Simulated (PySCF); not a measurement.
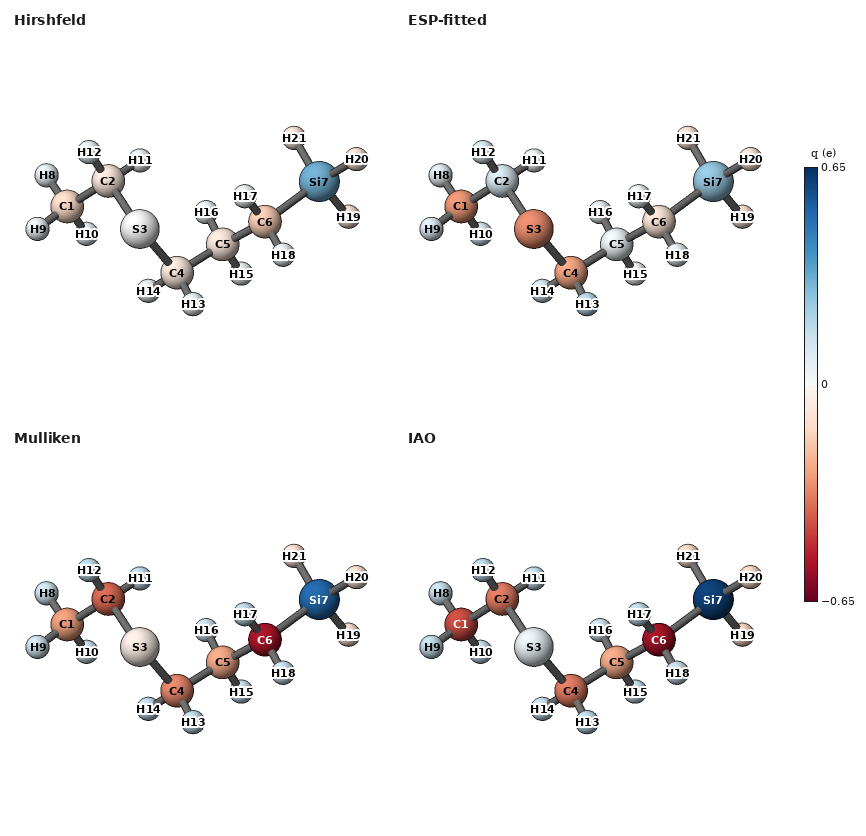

Atomic charges of one calculation by 4 schemes, on one colour scale. The geometry was computed by an optimisation with GFN2-xTB. No frequency run is at hand to confirm it as a minimum. Method: PBE0/pcSseg-1 (PySCF 2.14.0).

Question: On which atom do the schemes disagree most?

Answer: On C2 (from −0.37 to 0.10 e).

List the charges (e), one line for each set of equivalent atoms.

| atom | Hirshfeld | ESP-fitted | Mulliken | IAO |
| --- | --- | --- | --- | --- |
| C1 | −0.12 | −0.28 | −0.27 | −0.42 |
| C2 | −0.07 | 0.10 | −0.37 | −0.33 |
| S3 | 0.00 | −0.30 | −0.05 | 0.05 |
| C4 | −0.07 | −0.25 | −0.31 | −0.33 |
| C5 | −0.07 | 0.03 | −0.25 | −0.25 |
| C6 | −0.16 | −0.09 | −0.52 | −0.54 |
| Si7 | 0.31 | 0.25 | 0.51 | 0.60 |
| H8 | 0.04 | 0.07 | 0.12 | 0.15 |
| H9 | 0.04 | 0.09 | 0.13 | 0.15 |
| H10 | 0.04 | 0.10 | 0.12 | 0.14 |
| H11 | 0.04 | 0.02 | 0.15 | 0.14 |
| H12 | 0.05 | 0.09 | 0.16 | 0.16 |
| H13 | 0.05 | 0.17 | 0.16 | 0.16 |
| H14 | 0.04 | 0.10 | 0.15 | 0.14 |
| H15 | 0.04 | 0.01 | 0.13 | 0.14 |
| H16 | 0.03 | 0.06 | 0.13 | 0.12 |
| H17 | 0.02 | 0.02 | 0.16 | 0.15 |
| H18 | 0.04 | 0.05 | 0.14 | 0.14 |
| H19 | −0.08 | −0.09 | −0.09 | −0.12 |
| H20 | −0.08 | −0.08 | −0.09 | −0.12 |
| H21 | −0.08 | −0.08 | −0.09 | −0.12 |

The geometry is semi-empirical. Around Si such bond lengths and angles can be off by a tenth of an ångström or more and by several degrees, and values that hang on the shape move with them.
